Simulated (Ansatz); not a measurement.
**CH₆OSi₂: density, localisation and related maps**

```xyz
10

O    -1.2162   -0.2668   -2.4115
C    -1.2104    0.3703   -1.3904
Si    0.4028    0.7443   -0.4026
Si    0.5865   -0.8519    1.3024
H    -2.1759    0.7426   -0.9688
H     0.2777    2.1020    0.1969
H     1.5576    0.6896   -1.3335
H     1.7768   -0.5664    2.1464
H     0.7160   -2.2081    0.7097
H    -0.6318   -0.8067    2.1543
```

Geometry: PBE0-D4/def2-TZVP.

Method: RKS PBE0-D4/def2-TZVPP in Ansatz.

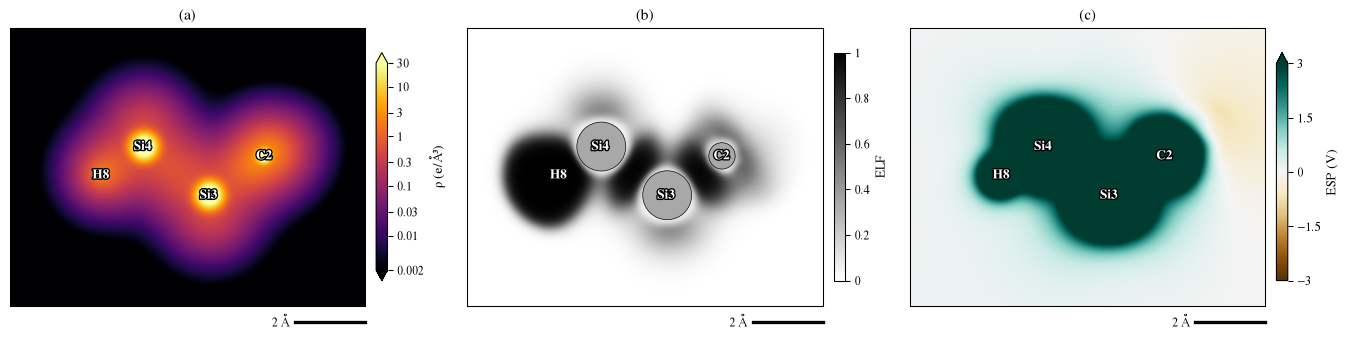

Figure 1. (a) total electron density; (b) electron localisation function; (c) molecular electrostatic potential on the plane of atoms C2, Si3 and Si4. Grey discs cover the atomic cores in the ELF map.

**Describe what can be read from this map.**

Atoms in the plane: C, Si and H.
C–Si (1.93 Å): ρ at the midpoint is about 0.91 e/Å³; the ELF peaks at about 1 between the atoms: localised, covalent bonding.
Si–Si (2.34 Å): ρ is about 0.63 e/Å³ halfway; the ELF peaks at about 1 between the atoms (a covalent bond).
Si–H (1.49 Å): ρ at the midpoint is about 0.8 e/Å³; the ELF climbs to about 1 towards the hydrogen, as it does in any bond to H.
Outside the dense part of the molecule the potential is most negative (−0.7 V) near O1, which lies off the plane.

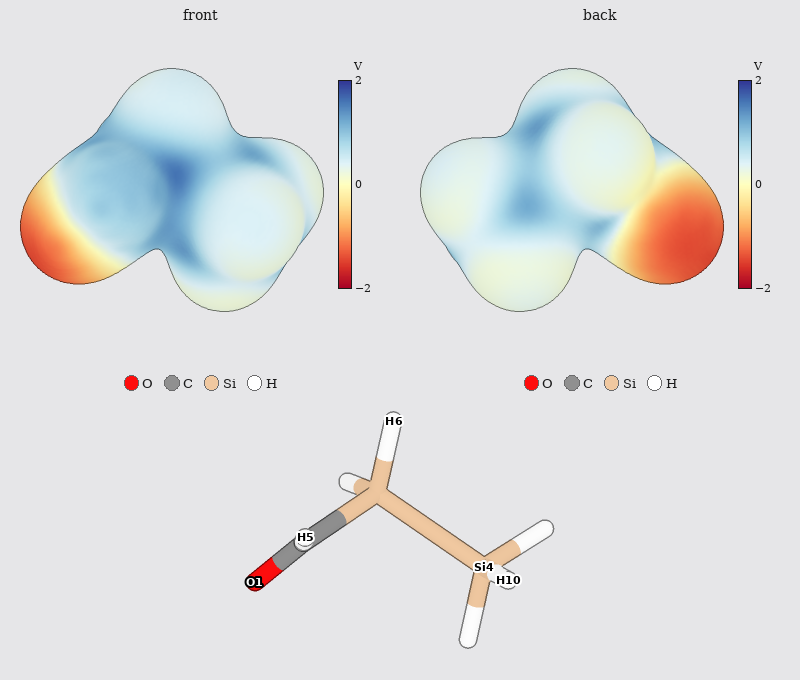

Figure 2. The electrostatic potential painted on the density surface at 0.002 e/bohr³, seen from the front and from behind; the colour scale runs from red (negative) to blue (positive). The bare structure is drawn below in the same view.

**Which sites attract a positive test charge, and which a negative one?**

A positive charge is drawn to the negative regions and a negative charge to the positive ones. The most negative region (about −1.4 V, or −32 kcal/mol for a unit charge) lies over O1, the most positive (about +1.4 V, or +32 kcal/mol for a unit charge) over Si3. O1 is the likeliest acceptor of a hydrogen bond.

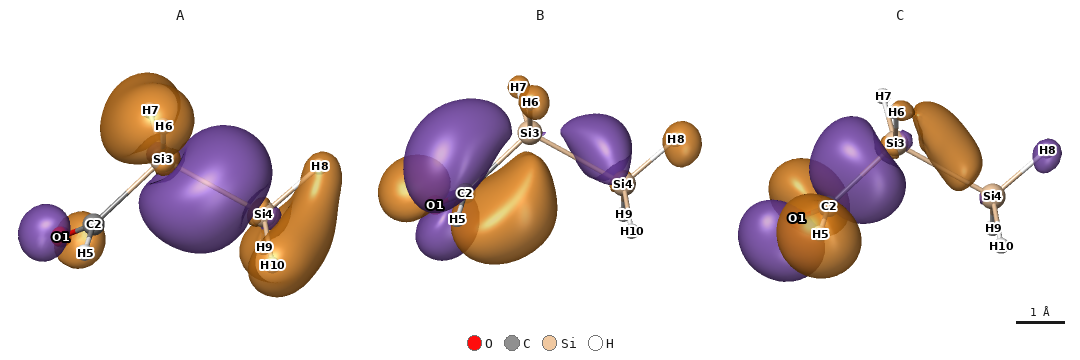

Figure 3. Three frontier orbitals at ±0.1 Å⁻³ᐟ² (orange and purple are the two phases), in no order.

**Order the three orbitals by energy and name them.**

A is the HOMO−1 (−8.73 eV). Its weight (Hirshfeld) is mainly on Si3 (about 35 %), Si4 (about 35 %) and H6 (about 5 %). C is the HOMO (−7.07 eV). It lies mainly on O1 (about 50 %), C2 (about 20 %), Si3 (about 15 %) and H5 (about 10 %). B is the LUMO (−1.75 eV). Its weight (Hirshfeld) is mainly on C2 (about 40 %), O1 (about 30 %), Si3 (about 15 %) and Si4 (about 10 %); π-antibonding (π*) across C2–O1.

**What is the HOMO–LUMO gap?**

5.32 eV between the orbital energies.
